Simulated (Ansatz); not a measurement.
**C4H4F2 (SMILES C=CC(F)=CF): density, localisation and related maps**

Input

```
crystal:
  periodic: [false, false, false]
  atoms:
    - {symbol: C, position_ang: [-0.480929, -1.678588, 0.612452]}
    - {symbol: C, position_ang: [-0.125554, -0.395895, 0.621199]}
    - {symbol: C, position_ang: [0.135993, 0.370894, -0.570713]}
    - {symbol: F, position_ang: [0.004837, -0.274561, -1.739680]}
    - {symbol: C, position_ang: [0.493759, 1.651768, -0.630216]}
    - {symbol: F, position_ang: [0.647865, 2.371562, 0.482357]}
    - {symbol: H, position_ang: [-0.595119, -2.227325, -0.314318]}
    - {symbol: H, position_ang: [-0.666122, -2.209548, 1.537187]}
    - {symbol: H, position_ang: [-0.012947, 0.147785, 1.552498]}
    - {symbol: H, position_ang: [0.681417, 2.192708, -1.547965]}
basis:
  gaussian: {orbitals: def2-TZVPP}
hamiltonian: {xc: pbe0, dispersion: d4}
output: {orbitals: {seedname: orbitals}}
```

Launched as:

```sh
ansatz run in.yaml --threads 4 --pin off --events-out ev --progress --plain --max-ram 10444MiB
```

Geometry: PBE0-D4/def2-TZVP.

These are results of RKS PBE0-D4/def2-TZVPP (Ansatz 0.2.0), not measurements.

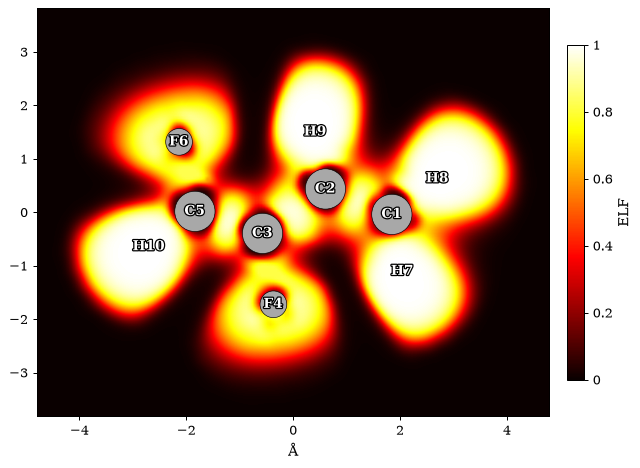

Figure 1. Electron localisation function on the molecular plane. Grey discs cover the atomic cores.

### Describe what can be read from this map.

- The plane passes through C, F and H nuclei.
- C–C (1.33 Å): the ELF peaks at about 0.95 between the atoms; a short, multiple covalent bond.
- C–F (1.33 Å): the ELF peaks at about 0.80 between the atoms (a shared but strongly polarised pair).
- C–H (1.08 Å): the ELF climbs to about 1 towards the hydrogen, as it does in any bond to H (an ordinary covalent bond to hydrogen).
- C–C (1.44 Å): the ELF peaks at about 0.95 between the atoms (localised, covalent bonding).
- The ELF also peaks beside F4 and F6, away from the bonds: lone-pair regions.

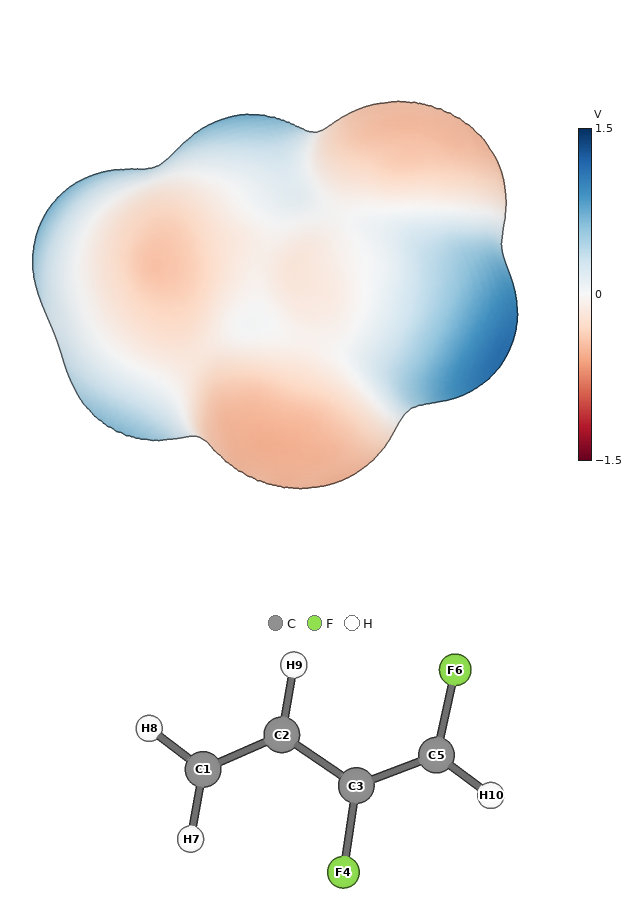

Figure 2. The molecular electrostatic potential painted on the density surface at 0.001 e/bohr³, seen at a tilt; the colour scale runs from red (negative) to blue (positive). The bare structure is drawn below in the same view.

### Describe the electrostatic potential map.

The most negative region (about −0.5 V) lies over F4, the most positive (about +1.1 V) over H10.

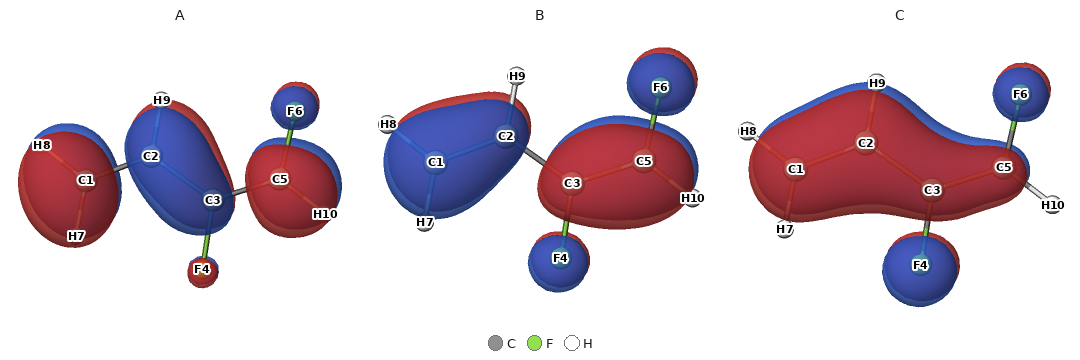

Figure 3. Three frontier orbitals at ±0.1 Å⁻³ᐟ² (blue and red are the two phases), in no order.

### Order the three orbitals by energy and name them.

C is the HOMO−1 (−9.17 eV). Its weight (Hirshfeld) is mainly on C2 (about 35 %), C1 (about 20 %), C3 (about 15 %) and F4 (about 10 %); it changes sign across the molecular plane (π type); π-bonding across C1–C2 and C2–C3; π-antibonding (a node) across C3–F4. B is the HOMO (−6.88 eV). It lies mainly on C5 (about 30 %), C1 (about 20 %), C3 (about 20 %), C2 (about 10 %) and F6 (about 10 %); it changes sign across the molecular plane (π type); π-bonding across C1–C2 and C3–C5; π-antibonding (a node) across C2–C3 and C5–F6. A is the LUMO (−1.15 eV). Its weight (Hirshfeld) is mainly on C1 (about 30 %), C5 (about 20 %), C2 (about 20 %) and C3 (about 15 %); it changes sign across the molecular plane (π type); π-bonding across C2–C3; π-antibonding (a node) across C1–C2 and C3–C5.

### What is the HOMO–LUMO gap?

5.73 eV between the orbital energies.
